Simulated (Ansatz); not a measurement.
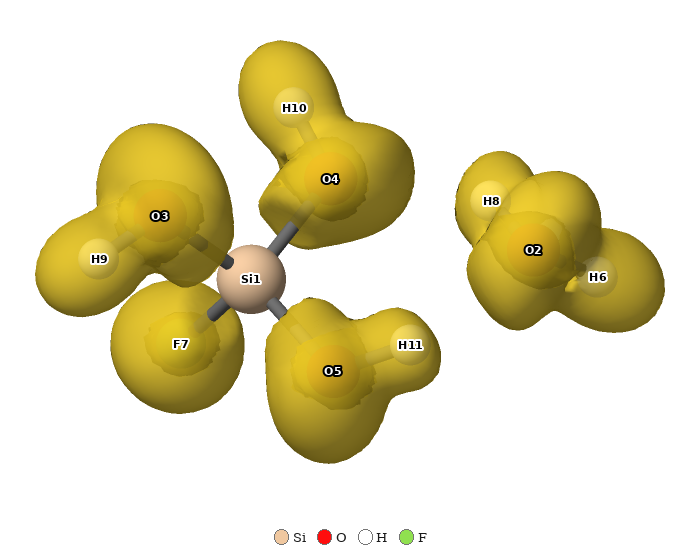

Figure 1: FH3O3Si···H2O. Isosurface of the electron localisation function at 0.75 (yellow), seen at a tilt. Only the valence region is drawn (cores and ρ < 0.01 e/Å³ removed).

The product side of a reaction path; geometry: PBE0-D4/def2-TZVP.

Computed with RKS PBE0-D4/def2-TZVPP in Ansatz 0.2.0.

| atom | x (Å) | y (Å) | z (Å) |
| --- | --- | --- | --- |
| Si | -0.0675 | -0.4101 | -0.9464 |
| O | 0.6680 | 0.9802 | 2.0746 |
| O | -0.8636 | -1.8277 | -0.9585 |
| O | -1.0555 | 0.6619 | -0.1951 |
| O | 1.3567 | -0.3928 | -0.2049 |
| H | 1.0677 | 1.8352 | 2.2490 |
| F | 0.1793 | 0.0110 | -2.4567 |
| H | -0.1339 | 1.1582 | 1.5622 |
| H | -0.5088 | -2.5479 | -1.4806 |
| H | -1.9967 | 0.5484 | -0.3392 |
| H | 1.3542 | -0.0163 | 0.6955 |

### Where are the electrons localised?

The ELF exceeds this value in one region wrapped around F (its lone pairs, merged into a ring or cap) and four joined regions spread over several atoms (H, O), in which their bonds and any lone pairs are merged. Profiles from the grid: O2···H11 (1.83 Å): the ELF dips to about 0.15 between them: a closed-shell contact with the geometry of a hydrogen bond. Si–F (1.59 Å): the ELF peaks at about 0.85 in the valence shell of F, 0.6 Å from its nucleus, and is about 0.45 at the midpoint.
